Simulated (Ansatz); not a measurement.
# Ir wire along [110], 35 atoms a period: bands along the axis

Wanted: the relaxed geometry and the bands of the Ir wire along [110], 35 atoms a period.

Program: Ansatz 0.2.0. Level of theory: DFT PBE, plane waves, PAW; relaxation of a wire's period; PAW set soft_1, in the first sound run; inputs show where later runs differ. Results are calculated unless marked as measured.

### 1. Starting point

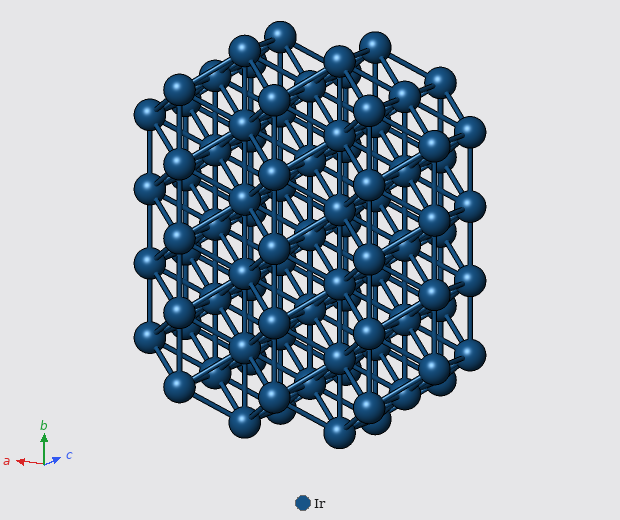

The starting structure, seen at a slant to the c axis (iridium blue). 1×1×2 cells are drawn. Some periodic images of atoms are drawn too.

The cell holds 35 atoms: 35 Ir. Cell: a = 18.410 Å, b = 20.483 Å, c = 2.737 Å, α = 90.0°, β = 90.0°, γ = 90.0°. Vacuum lies along a and b. The structure's axis is c.

### 2. Relaxing the period

Band widths follow the bond lengths, so the wire is relaxed first. The atoms and the third cell vector are free; the box across stays fixed as vacuum. A Fermi-Dirac smearing is set since the result may be a metal. The pressure printed is a third of the stress's trace over the whole box, vacuum included; only the stress along the axis is relaxed.

The input, input.yaml:

```yaml
crystal:
  lattice:
    - [18.41, 0.0, 0.0]
    - [0.0, 20.483, 0.0]
    - [0.0, 0.0, 2.7365032432]
  atoms:
    - { symbol: Ir, position: [0.289788159, 0.366389438, 0.0] }
    - { symbol: Ir, position: [0.289788159, 0.232790686, 0.0] }
    - { symbol: Ir, position: [0.289788159, 0.499988191, 0.0] }
    - { symbol: Ir, position: [0.5, 0.366389438, 0.0] }
    - { symbol: Ir, position: [0.5, 0.232790686, 0.0] }
    - { symbol: Ir, position: [0.5, 0.499988191, 0.0] }
    - { symbol: Ir, position: [0.710211841, 0.366389438, 0.0] }
    - { symbol: Ir, position: [0.710211841, 0.232790686, 0.0] }
    - { symbol: Ir, position: [0.710211841, 0.499988191, 0.0] }
    - { symbol: Ir, position: [0.184682238, 0.299590062, 0.5] }
    - { symbol: Ir, position: [0.184682238, 0.433188814, 0.5] }
    - { symbol: Ir, position: [0.184682238, 0.566787567, 0.5] }
    - { symbol: Ir, position: [0.184682238, 0.700386319, 0.5] }
    - { symbol: Ir, position: [0.394894079, 0.16599131, 0.5] }
    - { symbol: Ir, position: [0.394894079, 0.299590062, 0.5] }
    - { symbol: Ir, position: [0.394894079, 0.433188814, 0.5] }
    - { symbol: Ir, position: [0.394894079, 0.566787567, 0.5] }
    - { symbol: Ir, position: [0.394894079, 0.700386319, 0.5] }
    - { symbol: Ir, position: [0.394894079, 0.833985071, 0.5] }
    - { symbol: Ir, position: [0.605105921, 0.16599131, 0.5] }
    - { symbol: Ir, position: [0.605105921, 0.299590062, 0.5] }
    - { symbol: Ir, position: [0.605105921, 0.433188814, 0.5] }
    - { symbol: Ir, position: [0.605105921, 0.566787567, 0.5] }
    - { symbol: Ir, position: [0.605105921, 0.700386319, 0.5] }
    - { symbol: Ir, position: [0.605105921, 0.833985071, 0.5] }
    - { symbol: Ir, position: [0.815317762, 0.299590062, 0.5] }
    - { symbol: Ir, position: [0.815317762, 0.433188814, 0.5] }
    - { symbol: Ir, position: [0.815317762, 0.566787567, 0.5] }
    - { symbol: Ir, position: [0.815317762, 0.700386319, 0.5] }
    - { symbol: Ir, position: [0.289788159, 0.633586943, 0.0] }
    - { symbol: Ir, position: [0.289788159, 0.767185695, 0.0] }
    - { symbol: Ir, position: [0.5, 0.633586943, 0.0] }
    - { symbol: Ir, position: [0.5, 0.767185695, 0.0] }
    - { symbol: Ir, position: [0.710211841, 0.633586943, 0.0] }
    - { symbol: Ir, position: [0.710211841, 0.767185695, 0.0] }
kpoints:
  mp_grid: { grid: [1, 1, 30] }
scf:
  occupations: { method: fermi_dirac, width: 0.05 }
hamiltonian:
  xc: pbe
  pseudopotentials: { kind: paw, azcp: { folder: soft_1 } }
relax:
  cell: { fix: [a, b, alpha, beta, gamma] }
  max_steps: 45
  f_tol: 0.03
```

The run is started by

```console
ansatz run input.yaml --threads 16 --pin off --max-ram 61440MiB --backend cuda --events-out ev --progress --plain --runs-dir out --max-vram 78GiB
```

Numbers of over 12 decimals in the logs are rounded to 6 here.

The log of the run:

```text
Engine: ansatz 0.2.0, aarch64-unknown-linux-gnu
Pseudopotentials: kind: paw
Pseudopotential: Ir, paw, valence charge 17, recommended cutoff 420 eV (normal), soft_1/Ir.paw.azcp
Functional definition: PBE
  parameter kappa = 0.804
  parameter beta = 0.066725
  exchange = pbe_x(kappa = kappa, mu = beta*pi^2/3)
  correlation = pbe_c(beta = beta)
[...]
Crystal: 35 atoms, lattice volume = 1031.914 Å³
Basis set: ecut = 420 eV, 20285 PW (Γ), exchange–correlation on 250×288×40 points (8 copies of the dense FFT grid, shifted against one another)
Bands: 357, of which v1, the nominal top of the filled ones, is band 298 counted from 1 (297 counted from 0)
Symmetry: 8 space group operations
Space group: Pmmm (ITA 47), of the structure as read, at distance tolerance 1.0e-4 Å
k-points: 16 of 30
Non-local potential: Ir, projectors of the file, l = 0: 3, l = 1: 2, l = 2: 2, l = 3: 1
PAW form: soft (Blöchl's): semilocal exchange-correlation on the pseudo side does not see the compensation charge
PAW one-centre angular grid: Ir, 590 points (default); XC on 64 Gauss nodes
Initial density: superposition of atomic densities (neutral atoms: chi_scale 0, normalization atom)
Initial wavefunctions: pseudopotential atomic-orbital guess
[...]
Functional: x = pbe(κ = 0.804, μ = 0.219515), c = pbe(β = 0.066725)
SCF iter   1: F=—  HF=-417769.422859 eV  |F-HF|=—  |Δ(HF+E_count)|=         —  Δρ=3.52e-2  dr2=2.28e1  ethr=3.10e-3  ⟨swp⟩=7.3  Hψ=22542  notcnv=0  defer=212
preconditioner: auto → LDOS  [metal: Δε(μ)=0.001 eV  Ē_g=5.846 eV  σ=0.050 eV  W_gap=0.01  n_scr=240 (ndim 8)  ℏωp=20.5 eV  f_vac=0.413  D(μ)=39.03/eV (n_scr^D=300)  β→1.0]
SCF iter   2: F=—  HF=-417770.172170 eV  |F-HF|=—  |Δ(HF+E_count)|=   7.49e-1  Δρ=3.40e-2  dr2=2.57e1  ethr=3.10e-3  ⟨swp⟩=3.4  Hψ=14531  notcnv=0  defer=353
[...]
SCF iter  12: F=-417764.543166 eV  HF=-417764.543166 eV  |F-HF|=2.48e-8  |Δ(HF+E_count)|=   2.05e-8  Δρ=1.14e-6  dr2=3.88e-8  ethr=1.68e-11  ⟨swp⟩=5.0  Hψ=19928  notcnv=0
SCF 1 converged in 12 iterations: F = -417764.543166 eV  dr2 = 3.88e-8
  greatest PAW one-centre occupation: 1.000 electrons in one spin orbital (limit 2), on the Ir atom at site 22 (counted from 0), in its partial waves of l = 0
relax step   1: F+E_penalty+E_count = -417764.54316613 eV  Δ(F+E_penalty+E_count) = +0.000e0 eV  max|allowed force component| = 1.784e0 eV/Å  Δτ_max = 0.0000 Å  P = -6.305 GPa  Ω = 1031.914 Å³  fix = [a, b, alpha, beta, gamma]  reactions: a -5.591, b -6.117 GPa  (12 SCF iters, dr2 threshold 1.00e-7 eV, accepted)
[...]
Crystal: 35 atoms, lattice volume = 994.919 Å³
Basis set: ecut = 420 eV, 19549 PW (Γ), exchange–correlation on 250×288×40 points (8 copies of the dense FFT grid, shifted against one another)
[...]
iter 1 solved again at ethr=1.53e-3 eV; its pass at ethr=3.10e-3 eV (dr2=9.10e0 eV) is discarded
SCF iter   1: F=—  HF=-417765.632653 eV  |F-HF|=—  |Δ(HF+E_count)|=         —  Δρ=1.51e-2  dr2=9.01e0  ethr=1.53e-3  ⟨swp⟩=2.8  Hψ=30392  notcnv=0
preconditioner: auto → LDOS  [metal: Δε(μ)=0.005 eV  Ē_g=6.229 eV  σ=0.050 eV  W_gap=0.02  n_scr=228 (ndim 8)  ℏωp=20.9 eV  f_vac=0.435  D(μ)=35.10/eV (n_scr^D=232)  β→1.0]
SCF iter   2: F=—  HF=-417765.452798 eV  |F-HF|=—  |Δ(HF+E_count)|=   1.80e-1  Δρ=6.28e-3  dr2=8.91e-1  ethr=1.51e-3  ⟨swp⟩=3.6  Hψ=8686  notcnv=0
[...]
SCF iter   8: F=-417765.273188 eV  HF=-417765.273189 eV  |F-HF|=9.01e-7  |Δ(HF+E_count)|=   4.12e-6  Δρ=8.71e-6  dr2=2.15e-6  ethr=5.88e-10  ⟨swp⟩=5.1  Hψ=20094  notcnv=0
SCF 2 converged in 8 iterations: F = -417765.273188 eV  dr2 = 2.15e-6
  greatest PAW one-centre occupation: 1.000 electrons in one spin orbital (limit 2), on the Ir atom at site 8 (counted from 0), in its partial waves of l = 0
relax step   2: F+E_penalty+E_count = -417765.27318780 eV  Δ(F+E_penalty+E_count) = -7.300e-1 eV  max|allowed force component| = 1.199e0 eV/Å  Δτ_max = 0.1949 Å  P = +5.259 GPa  Ω = 994.919 Å³  energy of the carried Pulay correction = +9.090e-3 eV  fix = [a, b, alpha, beta, gamma]  reactions: a +4.078, b +2.737 GPa  (8 SCF iters, dr2 threshold 3.50e-6 eV, accepted)
[...]
Crystal: 35 atoms, lattice volume = 1017.966 Å³
[...]
iter 1 solved again at ethr=1.57e-4 eV; its pass at ethr=3.10e-3 eV (dr2=9.35e-1 eV) is discarded
[...]
SCF 3 converged in 7 iterations: F = -417766.217237 eV  dr2 = 2.43e-6
[...]
SCF 4 converged in 8 iterations: F = -417766.012597 eV  dr2 = 2.94e-7
[...]
SCF 5 converged in 12 iterations: F = -417766.252953 eV  dr2 = 1.82e-10
[...]
SCF 6 converged in 7 iterations: F = -417766.253278 eV  dr2 = 1.64e-8
[...]
SCF 7 converged in 5 iterations: F = -417766.253817 eV  dr2 = 1.38e-7
[...]
SCF 8 converged in 6 iterations: F = -417766.249595 eV  dr2 = 2.08e-10
[...]
SCF converged after 6 iterations
[...]
--- Relaxed structure (7 steps of the walk, 6 accepted, 1 SCFs on fresh bases) ---
  F+E_penalty+E_count = -417766.24959465 eV   max|allowed force component| = 7.888e-3 eV/Å   (the final SCF, on the basis selected at the relaxed cell)
  cell:  # Å, volume = 1016.2871 Å³
    - [18.41, 0.0, 0.0]
    - [0.0, 20.483, 0.0]
    - [0.0, 0.0, 2.695064]
  atoms:
    - { symbol: Ir, position: [0.288711, 0.368859, 0.0] }
    - { symbol: Ir, position: [0.289301, 0.235966, 0.0] }
    - { symbol: Ir, position: [0.289701, 0.499988, 0.0] }
    - { symbol: Ir, position: [0.500000, 0.366971, 0.0] }
    - { symbol: Ir, position: [0.500000, 0.228351, 0.0] }
    - { symbol: Ir, position: [0.500000, 0.499988, 0.0] }
    - { symbol: Ir, position: [0.711289, 0.368859, 0.0] }
    - { symbol: Ir, position: [0.710699, 0.235966, 0.0] }
    - { symbol: Ir, position: [0.710299, 0.499988, 0.0] }
    - { symbol: Ir, position: [0.190570, 0.301548, 0.5] }
    - { symbol: Ir, position: [0.187948, 0.434829, 0.5] }
    - { symbol: Ir, position: [0.187948, 0.565147, 0.5] }
    - { symbol: Ir, position: [0.190570, 0.698429, 0.5] }
    - { symbol: Ir, position: [0.391251, 0.173800, 0.5] }
    - { symbol: Ir, position: [0.395696, 0.301225, 0.5] }
    - { symbol: Ir, position: [0.394615, 0.432621, 0.5] }
    - { symbol: Ir, position: [0.394615, 0.567356, 0.5] }
    - { symbol: Ir, position: [0.395696, 0.698751, 0.5] }
    - { symbol: Ir, position: [0.391251, 0.826177, 0.5] }
    - { symbol: Ir, position: [0.608749, 0.173800, 0.5] }
    - { symbol: Ir, position: [0.604304, 0.301225, 0.5] }
    - { symbol: Ir, position: [0.605385, 0.432621, 0.5] }
    - { symbol: Ir, position: [0.605385, 0.567356, 0.5] }
    - { symbol: Ir, position: [0.604304, 0.698751, 0.5] }
    - { symbol: Ir, position: [0.608749, 0.826177, 0.5] }
    - { symbol: Ir, position: [0.809430, 0.301548, 0.5] }
    - { symbol: Ir, position: [0.812052, 0.434829, 0.5] }
    - { symbol: Ir, position: [0.812052, 0.565147, 0.5] }
    - { symbol: Ir, position: [0.809430, 0.698429, 0.5] }
    - { symbol: Ir, position: [0.288711, 0.631118, 0.0] }
    - { symbol: Ir, position: [0.289301, 0.764010, 0.0] }
    - { symbol: Ir, position: [0.500000, 0.633005, 0.0] }
    - { symbol: Ir, position: [0.500000, 0.771625, 0.0] }
    - { symbol: Ir, position: [0.711289, 0.631118, 0.0] }
    - { symbol: Ir, position: [0.710699, 0.764010, 0.0] }
```

It took 17 s on 1 × NVIDIA GB200 with 16 threads of Arm Neoverse V2, shared host; peak memory 1.5 GiB; 2.6 min of CPU time.

Step by step:

```
step  energy less that of the first step (eV)  largest force component (eV/Å)  pressure (GPa)  volume (Å³)
   1                                   0.0000                          1.7836           -6.30      1031.91
   2                                  -0.7300                          1.1986            5.26       994.92
   3                                  -1.6741                          0.2711           -0.46      1017.97
   4                                  -1.4694                          0.5634           -0.07      1013.66
   5                                  -1.7098                          0.0309            0.01      1016.02
   6                                  -1.7101                          0.0527           -0.02      1016.49
   7                                  -1.7107                          0.0079            0.00      1016.29
   8                                  -1.7064                          0.0079            0.01      1016.29
```

The log counts 1 steps on a newly chosen plane-wave basis, not all of them marked here; energy and pressure can jump at such steps. Relaxation step 4 was tried and not accepted.

The run keeps the 8 symmetry operations that it works with, so distortions that break them were not tested.

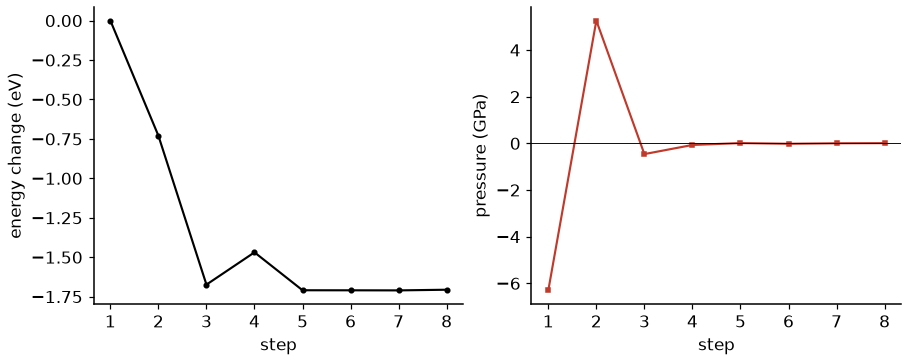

Energy and pressure along the relaxation.

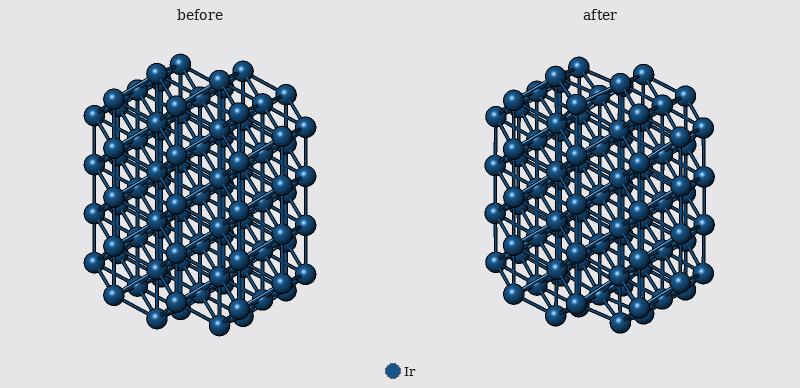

The structure before and after the relaxation, drawn at the same scale.

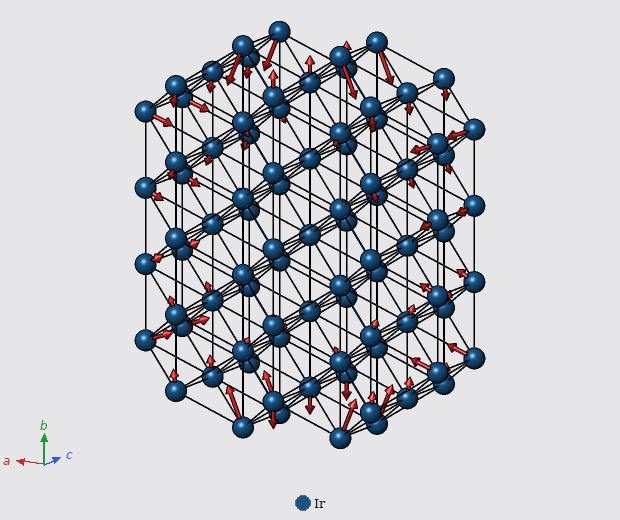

Displacements in the relaxation, exaggerated, measured against the changing cell; the longest in the cell stands for 0.17 Å. 1×1×2 cells are drawn. Some periodic images of atoms are drawn too.

```csv
cell as run,before,after,change
c (Å),2.737,2.695,-1.5 %
```

The atoms that moved most (Å, along periodic axes as changes of fractional coordinates times the final cell, across vacuum about the mean position):

| atom | dx | dy | dz | length |
| --- | --- | --- | --- | --- |
| Ir14 | -0.067 | 0.160 | 0.000 | 0.173 |
| Ir20 | 0.067 | 0.160 | 0.000 | 0.173 |
| Ir19 | -0.067 | -0.160 | 0.000 | 0.173 |
| Ir25 | 0.067 | -0.160 | 0.000 | 0.173 |
| Ir26 | -0.108 | 0.040 | 0.000 | 0.116 |
| Ir10 | 0.108 | 0.040 | 0.000 | 0.116 |
| Ir29 | -0.108 | -0.040 | 0.000 | 0.116 |
| Ir13 | 0.108 | -0.040 | 0.000 | 0.116 |

This step gave:

| Quantity | Value |
| --- | --- |
| energy at zero smearing | -417766.1002 eV |
| cell length along the wire | 2.695 Å |

The cell's length comes to 2.695 Å with spin left out.

### 3. Bands of the perfect wire

This step: DFT PBE, plane waves, PAW; bands of a perfect wire; PAW set soft_1 (Ansatz 0.2.0).

At the relaxed period the bands are computed along the axis; those that cross an energy going forward count the channels that a perfect wire would open there.

The input, input.yaml:

```yaml
crystal:
  lattice:
    - [18.41, 0.0, 0.0]
    - [0.0, 20.483, 0.0]
    - [0.0, 0.0, 2.6950638693]
  atoms:
    - { symbol: Ir, position: [0.288711083, 0.368858783, 0.0] }
    - { symbol: Ir, position: [0.289301341, 0.235965898, 0.0] }
    - { symbol: Ir, position: [0.289701301, 0.499988191, 0.0] }
    - { symbol: Ir, position: [0.5, 0.366971195, 0.0] }
    - { symbol: Ir, position: [0.5, 0.228351349, 0.0] }
    - { symbol: Ir, position: [0.5, 0.499988191, 0.0] }
    - { symbol: Ir, position: [0.711288917, 0.368858783, 0.0] }
    - { symbol: Ir, position: [0.710698659, 0.235965898, 0.0] }
    - { symbol: Ir, position: [0.710298699, 0.499988191, 0.0] }
    - { symbol: Ir, position: [0.190569896, 0.301547646, 0.5] }
    - { symbol: Ir, position: [0.187947942, 0.434829026, 0.5] }
    - { symbol: Ir, position: [0.187947942, 0.565147355, 0.5] }
    - { symbol: Ir, position: [0.190569896, 0.698428735, 0.5] }
    - { symbol: Ir, position: [0.39125114, 0.173799524, 0.5] }
    - { symbol: Ir, position: [0.395696147, 0.30122502, 0.5] }
    - { symbol: Ir, position: [0.394614837, 0.432620583, 0.5] }
    - { symbol: Ir, position: [0.394614837, 0.567355799, 0.5] }
    - { symbol: Ir, position: [0.395696147, 0.698751361, 0.5] }
    - { symbol: Ir, position: [0.39125114, 0.826176857, 0.5] }
    - { symbol: Ir, position: [0.60874886, 0.173799524, 0.5] }
    - { symbol: Ir, position: [0.604303853, 0.30122502, 0.5] }
    - { symbol: Ir, position: [0.605385163, 0.432620583, 0.5] }
    - { symbol: Ir, position: [0.605385163, 0.567355799, 0.5] }
    - { symbol: Ir, position: [0.604303853, 0.698751361, 0.5] }
    - { symbol: Ir, position: [0.60874886, 0.826176857, 0.5] }
    - { symbol: Ir, position: [0.809430104, 0.301547646, 0.5] }
    - { symbol: Ir, position: [0.812052058, 0.434829026, 0.5] }
    - { symbol: Ir, position: [0.812052058, 0.565147355, 0.5] }
    - { symbol: Ir, position: [0.809430104, 0.698428735, 0.5] }
    - { symbol: Ir, position: [0.288711083, 0.631117598, 0.0] }
    - { symbol: Ir, position: [0.289301341, 0.764010483, 0.0] }
    - { symbol: Ir, position: [0.5, 0.633005186, 0.0] }
    - { symbol: Ir, position: [0.5, 0.771625032, 0.0] }
    - { symbol: Ir, position: [0.711288917, 0.631117598, 0.0] }
    - { symbol: Ir, position: [0.710698659, 0.764010483, 0.0] }
kpoints:
  mp_grid: { grid: [1, 1, 30] }
  band_path: { path: ["Γ", Z], npoints: 90 }
scf:
  occupations: { method: fermi_dirac, width: 0.05 }
hamiltonian:
  xc: pbe
  pseudopotentials: { kind: paw, azcp: { folder: soft_1 } }
output:
  dos: { e_range: [-5, 4] }
  write_potential: true
  write_density: true
  volumetric_format: npy
```

The log of the run:

```text
[...]
Crystal: 35 atoms, lattice volume = 1016.287 Å³
Basis set: ecut = 420 eV, 19985 PW (Γ)
Bands: 357, of which v1, the nominal top of the filled ones, is band 298 counted from 1 (297 counted from 0)
Symmetry: 8 space group operations
[...]
k-points: 16 of 30
[...]
SCF iter   1: F=—  HF=-417771.431153 eV  |F-HF|=—  |Δ(HF+E_count)|=         —  Δρ=3.58e-2  dr2=2.26e1  ethr=3.10e-3  ⟨swp⟩=7.5  Hψ=23490  notcnv=0  defer=191
[...]
SCF iter   6: F=—  HF=-417766.258883 eV  |F-HF|=—  |Δ(HF+E_count)|=   4.37e-3  Δρ=3.38e-4  dr2=2.55e-3  ethr=2.55e-6  ⟨swp⟩=2.9  Hψ=10555  notcnv=0  defer=363
[...]
SCF iter   9: F=—  HF=-417766.249778 eV  |F-HF|=—  |Δ(HF+E_count)|=   2.38e-3  Δρ=1.31e-5  dr2=2.41e-6  ethr=4.80e-9  ⟨swp⟩=2.6  Hψ=8170  notcnv=0  defer=363
[...]
SCF iter  11: F=-417766.249779 eV  HF=-417766.249779 eV  |F-HF|=1.99e-8  |Δ(HF+E_count)|=   2.54e-7  Δρ=2.16e-6  dr2=8.23e-8  ethr=1.68e-11  ⟨swp⟩=11.5  Hψ=23631  notcnv=0
SCF 1 converged in 11 iterations: F = -417766.249779 eV  dr2 = 8.23e-8
[...]
NSCF: frozen V_eff on 91 k-points
[...]
SCF converged after 11 iterations
[...]
```

Wall time 14 s (1 × NVIDIA GB200 with 16 threads); peak memory 3.4 GiB; 2.3 min of CPU time.

In the SCF lines HF is the Harris–Foulkes energy and dr2 the Hartree energy of the density residual, in eV; the loop may stop once dr2 is under the threshold and the program's other checks hold. Hψ counts applications of the Hamiltonian.

This step gave:

| Property | Result |
| --- | --- |
| energy at zero smearing | -417766.1004 eV |
| band gap on the path through both edges | 0 eV |

The electronic bands at the labelled points (eV, zero at the Fermi level; # counts the bands kept):

| point | #45 | #46 | #47 | #48 | #49 | #50 | #51 | #52 |
| --- | --- | --- | --- | --- | --- | --- | --- | --- |
| Γ | -0.27 | -0.27 | -0.23 | -0.16 | 0.08 | 0.10 | 0.12 | 0.14 |
| Z | 0.94 | 0.95 | 0.95 | 0.97 | 1.01 | 1.04 | 1.07 | 1.08 |

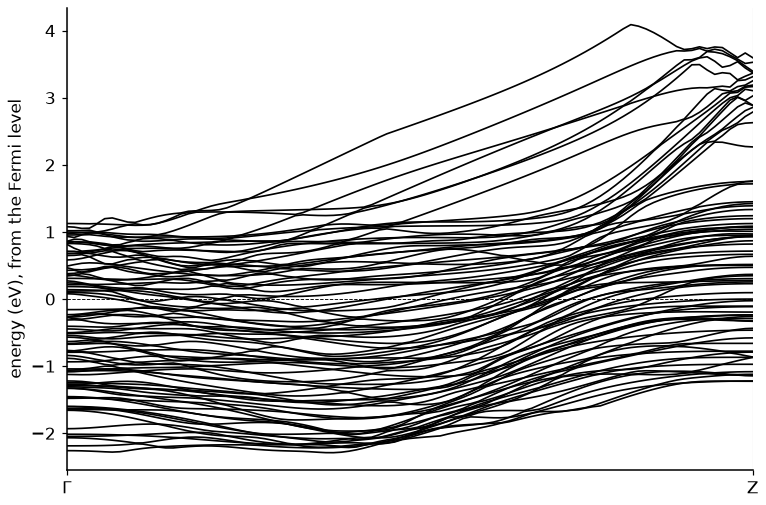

Electronic bands along the path.

Between Γ and Z the bands cross the Fermi level 31 times, so a perfect wire would conduct at least 31 G₀, with spin left out.

### 4. Summary of results

```yaml
cell_length_pbe: 2.695 Å
ballistic_conductance_by_band_crossings_a_lower_bound_pbe: 31 G₀
```

What this shows: Under PBE the cell's length is 2.70 Å, and the bands cross the Fermi level 31 times between Γ and Z, which gives a perfect wire at least 31 G₀ (opposite crossings within one step of the path cancel in such a count). No spin was allowed, though thin wires with open d shells can turn magnetic. Spin-orbit coupling is left out, which matters for the bands of heavy atoms.

[Logs are printed without paths, hosts, clocks, repeated set-up lines and the standing remarks that a program may print on its own settings, such as how far it seeks lower states.]

[Hosts, paths, dates, database ids (printed as entryN), source tags and the programs' standing remarks are cut or masked in the printed files.]
